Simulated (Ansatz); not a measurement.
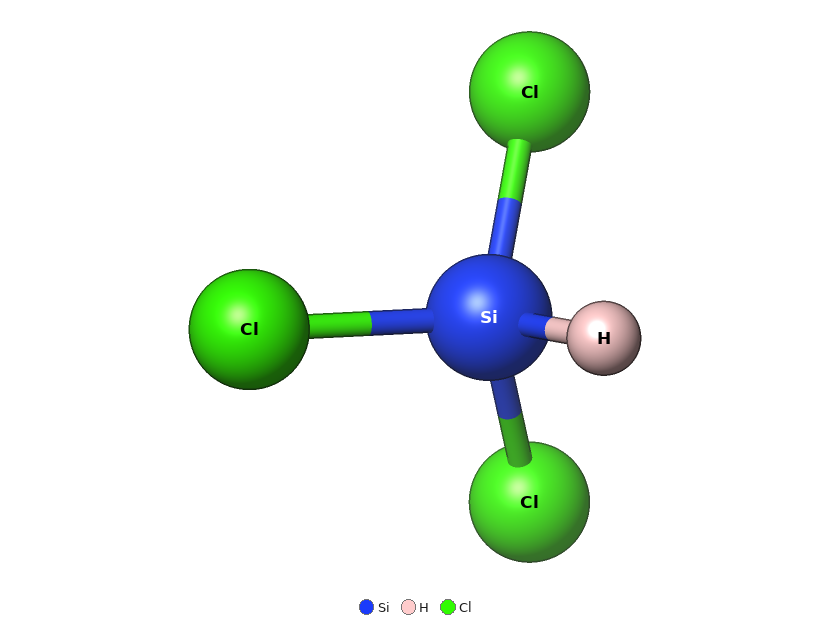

A ball-and-stick model of a molecule.

The geometry was computed by an optimisation with PBE0-D4/def2-TZVP.

Give the formula.

Answer. Cl3HSi, 5 atoms: 3 chlorine, 1 hydrogen and 1 silicon.

What is the point group of this geometry?

Answer. C3v.

How many atoms are distinct by symmetry?

Answer. 3: 1 Si, 1 H, 3 Cl.

Count the bonded pairs by element.

Answer. 3 Cl–Si, 1 Si–H. Sticks follow a distance rule.

More results for the same structure follow; atom numbers are the same in all pictures, views and colours differ.

### Vibrations

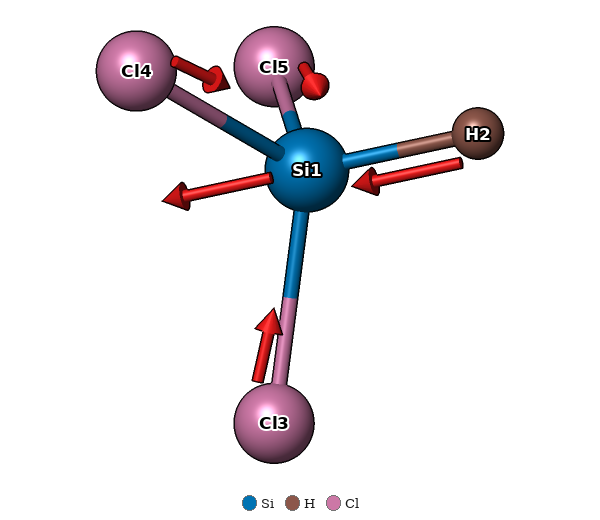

The arrows show one normal mode. Harmonic vibrations computed with RKS PBE0-D4/def2-TZVP (Ansatz 0.2.0) at a stationary point of the same level.

At what wavenumber does it lie?

Answer. 496 cm⁻¹; it is mode 4 of 9 counted from the lowest.

### Charges

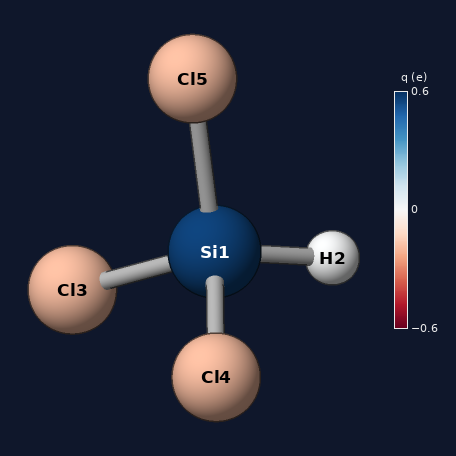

Atoms are coloured by their Mulliken charges. Level of theory: RKS PBE0-D4/def2-TZVP (Ansatz 0.2.0).

Give the Mulliken charges atom by atom.

| atom | value (e) |
| --- | --- |
| Si1 | 0.55 |
| H2 | 0.01 |
| Cl3 | −0.19 |
| Cl4 | −0.19 |
| Cl5 | −0.19 |

### Electronic properties

Level of theory: RKS PBE0-D4/def2-TZVPP (Ansatz 0.2.0).

Estimate the HOMO–LUMO gap.

Answer. 9.33 eV.

Give the HOMO energy (Kohn–Sham orbital) at this level.

Answer. −9.39 eV.

Mulliken values depend strongly on the basis set and can even reverse the polarity of a bond.
